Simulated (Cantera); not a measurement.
A closed system holds: 1 mol SiHCl3, 0.65 mol C3H8, 3.7 mol H2, at 5.10 mbar.

Cantera equilibrium calculation (NASA polynomials, part measured and part estimated; ideal gas, pure solids and liquids). Candidate condensed phases: C, C6H6, C7H8, C8H18, Si, SiC; 109 gas species. The tables' values for SiCl3, SiCl are old estimates; treat these amounts as uncertain. Rates play no part.

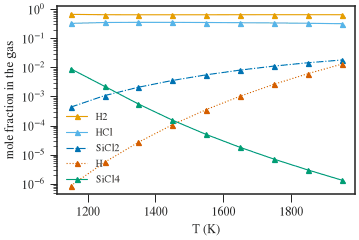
*Equilibrium gas composition (values under 1e-9 drawn at 1e-9)*

Question: Read off the mole fractions at 1750 K.

Answer: H2 about 0.65, HCl about 0.34, SiCl2 about 0.011, H about 0.0026, SiCl4 about 7.0e-6.
